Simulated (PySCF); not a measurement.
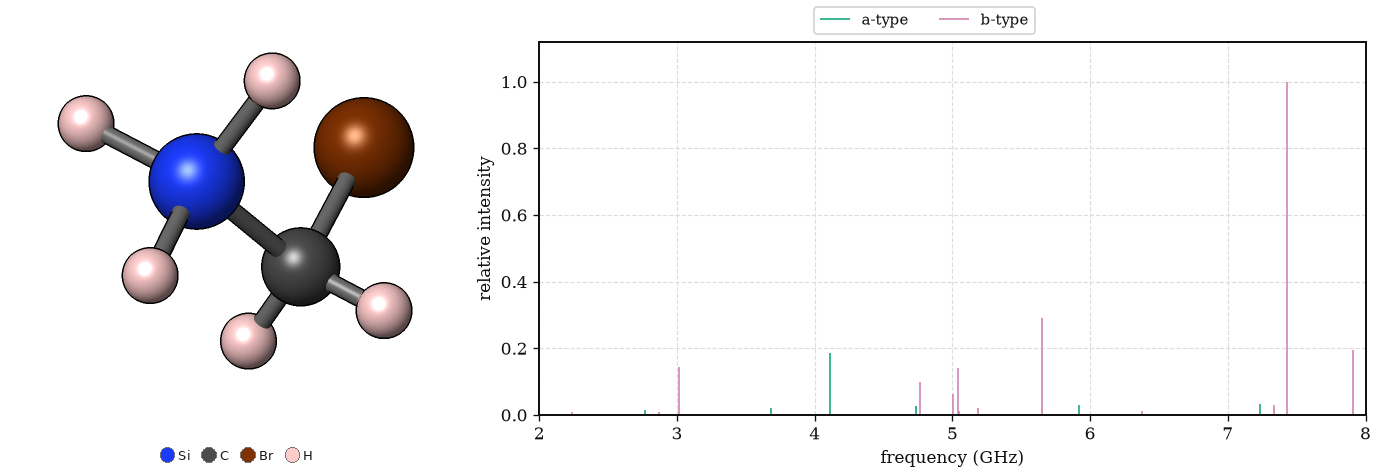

CH₅BrSi (bromomethylsilane), SMILES [SiH3]CBr. Simulated rotational absorption lines between 2 and 8 GHz at 10 K: rigid rotor with the equilibrium constants and dipole of one optimised conformer (PBE0-D3(BJ)/def2-SVP, PySCF 2.14.0), commonest isotopes; no centrifugal distortion, hyperfine structure, internal rotation or nuclear-spin weights; lines within 1 MHz of each other are summed. Lines of different type are drawn apart.

What are the rotational constants, and what kind of rotor is it?

Rotational constants A, B, C = 20.24, 2.122, 1.990 GHz; Ray's κ = −0.99, a near-prolate asymmetric top.

Assign the strongest lines, as J(Ka,Kc).

```
 GHz     upper     lower  type  relative intensity
7.43    6(0,6)    5(1,5)     b                1.00
5.65    2(1,2)    3(0,3)     b                0.29
7.91  12(2,10)  13(1,13)     b                0.20
4.11    1(0,1)    0(0,0)     a                0.19
```

Known limits of this run: coarse grid, loose stop and no frequency check, small forces are noise and the end may be a saddle.
